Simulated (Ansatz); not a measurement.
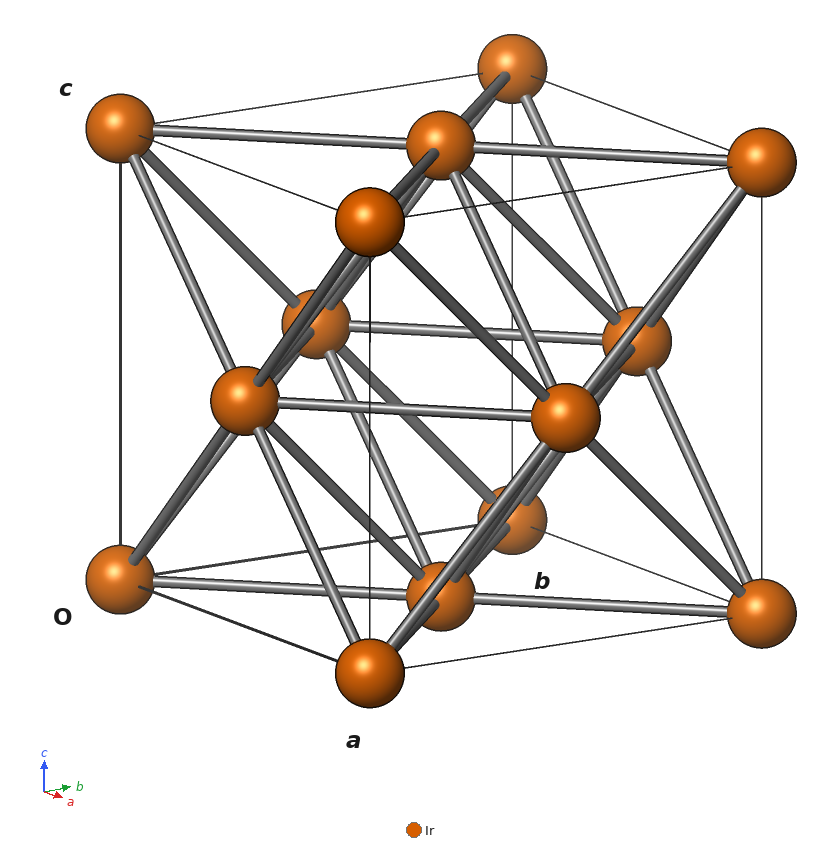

One unit cell is drawn above. Crystal: Ir, the input geometry of an electronic-structure calculation (not necessarily at equilibrium). All values are computed from the atomic coordinates in the standard setting (tolerance 0.002 Å).

```xyz
4
Lattice="3.8316 0.0000 0.0000 0.0000 3.8316 0.0000 0.0000 0.0000 3.8316" Properties=species:S:1:pos:R:3 pbc="T T T"
Ir    0.0000    0.0000    0.0000
Ir    0.0000    1.9158    1.9158
Ir    1.9158    0.0000    1.9158
Ir    1.9158    1.9158    0.0000
```

> What is its point group?

m-3m (Oh), order 48, cubic system: three fourfold axes, four threefold axes, six twofold axes, nine mirror planes, an inversion centre.

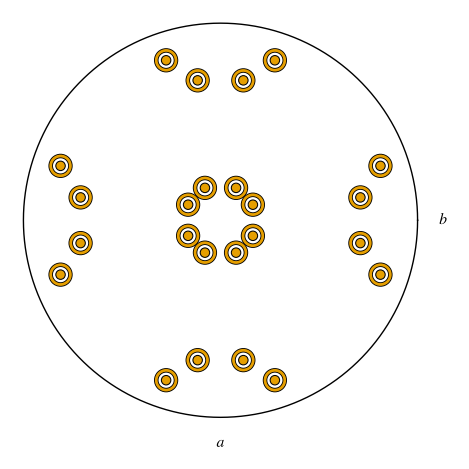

Stereographic projection: filled dots lie in the upper hemisphere, open rings in the lower. The poles are one general form. The c axis points at the viewer.

> What does this class allow?

Class m-3m is centrosymmetric, so neither piezoelectric nor pyroelectric; it is not chiral. Its Laue class is m-3m.
